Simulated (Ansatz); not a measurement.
Consider BBrCl$_{2}$FH.

Input file:

```
crystal:
  periodic: [false, false, false]
  atoms:
    - {symbol: B, position_ang: [-0.148732, 0.297086, -0.332797]}
    - {symbol: F, position_ang: [1.257422, -0.221897, 0.000671]}
    - {symbol: Cl, position_ang: [-0.693383, -0.330274, -1.878854]}
    - {symbol: Cl, position_ang: [-0.281406, 2.009997, 0.026150]}
    - {symbol: H, position_ang: [0.747674, -0.814599, 0.839036]}
    - {symbol: Br, position_ang: [-0.881475, -0.940313, 1.345795]}
basis:
  gaussian: {orbitals: def2-TZVPP}
hamiltonian: {xc: pbe0, dispersion: d4}
output: {orbitals: {seedname: orbitals}}
```

Launched as:

```sh
ansatz run in.yaml --threads 4 --pin off --events-out ev --progress --plain --max-ram 9574MiB
```

A transition-state structure; geometry: PBE0-D4/def2-TZVP.

Level of theory: RKS PBE0-D4/def2-TZVPP in Ansatz 0.2.0.

What will maps of the electron density and electron localisation function show?

F2···H5 (1.15 Å): the density falls to about 1.2 e/Å³ on the way; the ELF climbs to about 0.95 towards the hydrogen, as it does in any bond to H.
B–F (1.54 Å): ρ is about 1.3 e/Å³ halfway; the ELF peaks at about 0.85 between the atoms: a polar covalent bond.
B–Br (2.21 Å): ρ at the midpoint is about 0.68 e/Å³, with its minimum of 0.53 e/Å³ about 0.8 Å from B; the ELF peaks at about 0.80 between the atoms (a shared but strongly polarised pair).
Br–H (1.71 Å): ρ is about 1.1 e/Å³ halfway; the ELF climbs to about 0.85 towards the hydrogen.

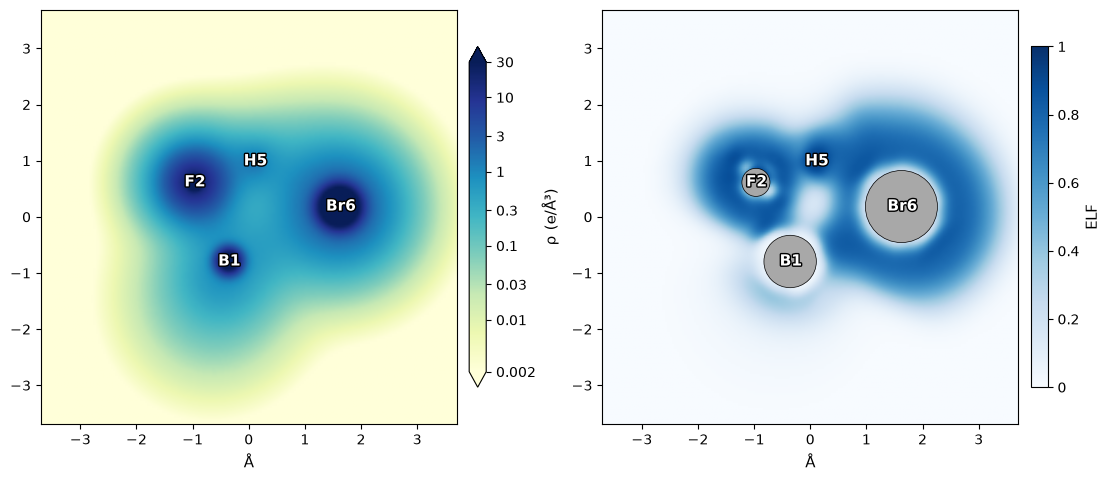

Computed electron density and electron localisation function on the plane of atoms F2, H5 and Br6, in this order. Grey discs cover the atomic cores in the ELF map. 
